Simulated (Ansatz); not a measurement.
# P2H4 (diphosphine) at SVWN5/aug-cc-pVDZ

What is the vertical ionisation energy of P2H4 (diphosphine) at SVWN5/aug-cc-pVDZ? 

Program for the calculation: Ansatz 0.2.0.

28 further runs of the same task are left out: 28 set aside as unsound or not needed.

## 1. The molecule

The species is P2H4 (6 atoms), meant as a singlet with charge 0. SMILES: `PP`. Geometry: relaxed at PBE0-D4/def2-TZVP. This is one conformer, not always the lowest.

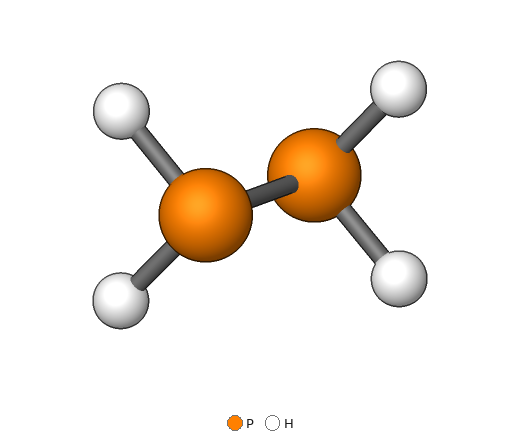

The structure, seen from a chosen angle (phosphorus orange, hydrogen white).

## 2. A single-point energy at SVWN5/aug-cc-pVDZ

Contents of input.yaml:

```yaml
crystal:
  periodic: [false, false, false]
  atoms:
    - {symbol: P, position_ang: [0.365100, -1.048800, -0.082300]}
    - {symbol: P, position_ang: [-0.365200, 1.049100, 0.078100]}
    - {symbol: H, position_ang: [-0.497000, -1.521600, 0.945000]}
    - {symbol: H, position_ang: [-0.572100, -1.392900, -1.094900]}
    - {symbol: H, position_ang: [0.502800, 1.524600, -0.942900]}
    - {symbol: H, position_ang: [0.566400, 1.389600, 1.097000]}
basis:
  gaussian:
    orbitals: aug-cc-pVDZ
hamiltonian:
  xc: {name: SVWN5}
accuracy: high
output: {orbitals: {seedname: orbitals}}
```

Command:

```sh
$ ansatz run input.yaml --threads 1 --pin off --max-ram 3480MiB --events-out events.jsonl --progress --plain --runs-dir runs
```

The program printed:

```text
Warning: RAYON_NUM_THREADS=1 ignored (pool sized by the plan → 1); use --threads N
Functional definition: SVWN5
  name "SVWN5"
  exchange = slater_x
  correlation = vwn5_c
1824 factors; integrals over basis functions are off by at most 3.4e-9 eV
mean field evaluation 1: about -18571.2381 eV, gradient 2.0e1 eV
mean field evaluation 2: about -18571.4584 eV, gradient 2.0e1 eV
mean field evaluation 4: about -18572.7905 eV, gradient 7.1e-1 eV
mean field evaluation 8: about -18572.7923 eV, gradient 6.0e-3 eV
mean field evaluation 16: about -18572.7923 eV, gradient 5.0e-7 eV
mean field -18572.79232059 eV, -682.5375286908 hartree, gradient 1.1e-8 eV, S^2 0.000000; 0 other end points of the search recorded, 0 dependent functions left out
reference -18572.79232650 eV, -682.5375289081 hartree; 17, 17 occupied and 73, 73 virtual orbitals, 1824 factors
Total energy: -18572.79232650 eV, -682.5375289081 hartree
```

Run time: 4.2 s. Hardware: 1 thread of Arm Neoverse V1, shared host; peak memory 0.21 GiB.

## 3. The doublet cation at the same level

Contents of in.yaml:

```yaml
crystal:
  periodic: [false, false, false]
  atoms:
    - {symbol: P, position_ang: [0.365100, -1.048800, -0.082300]}
    - {symbol: P, position_ang: [-0.365200, 1.049100, 0.078100]}
    - {symbol: H, position_ang: [-0.497000, -1.521600, 0.945000]}
    - {symbol: H, position_ang: [-0.572100, -1.392900, -1.094900]}
    - {symbol: H, position_ang: [0.502800, 1.524600, -0.942900]}
    - {symbol: H, position_ang: [0.566400, 1.389600, 1.097000]}
basis:
  gaussian:
    orbitals: aug-cc-pVDZ
accuracy: high
output: {orbitals: {seedname: orbitals}}
total_charge: 1
hamiltonian:
  xc: {name: SVWN5}
magnetization:
  spin_polarized: true
  initial_magnetization: 1
```

Command:

```sh
$ ansatz run in.yaml --threads 1 --pin off --max-ram 3480MiB --events-out events.jsonl --progress --plain --runs-dir runs
```

The program printed:

```text
Warning: RAYON_NUM_THREADS=1 ignored (pool sized by the plan → 1); use --threads N
[... 4 set-up lines as earlier in the session ...]
1824 factors; integrals over basis functions are off by at most 3.4e-9 eV
mean field evaluation 1: about -18560.7844 eV, gradient 2.0e1 eV
mean field evaluation 2: about -18561.0232 eV, gradient 2.0e1 eV
mean field evaluation 4: about -18563.7576 eV, gradient 4.6e-1 eV
mean field evaluation 8: about -18563.7582 eV, gradient 2.7e-2 eV
mean field evaluation 16: about -18563.7582 eV, gradient 8.3e-7 eV
mean field -18563.75824179 eV, -682.2055324184 hartree, gradient 3.5e-8 eV, S^2 0.752419; 0 other end points of the search recorded, 0 dependent functions left out
reference -18563.75824878 eV, -682.2055326752 hartree; 17, 16 occupied and 73, 74 virtual orbitals, 1824 factors
Total energy: -18563.75824878 eV, -682.2055326752 hartree
```

Wall time 4.8 s (1 thread of Arm Neoverse V1, shared host); peak memory 0.24 GiB.

## 4. Summary of results

At SVWN5/aug-cc-pVDZ:

| quantity | value |
| --- | --- |
| singlet P2H4: total energy | -682.53753 Eh |
| singlet P2H4: HOMO energy | -5.90 eV |
| singlet P2H4: LUMO energy | -1.30 eV |
| singlet P2H4: HOMO–LUMO gap | 4.60 eV |
| doublet cation: total energy | -682.20553 Eh |
| doublet cation: HOMO energy (highest over α and β) | -13.07 eV |
| doublet cation: LUMO energy (lowest over α and β) | -12.20 eV |
| doublet cation: ⟨S²⟩ | 0.752 |
| vertical ionisation energy (to the doublet cation) | 9.034 eV |

In words: The vertical ionisation energy comes to 9.03 eV (872 kJ/mol). The negative HOMO energy of the first species, 5.90 eV, lies 3.13 eV below that difference.
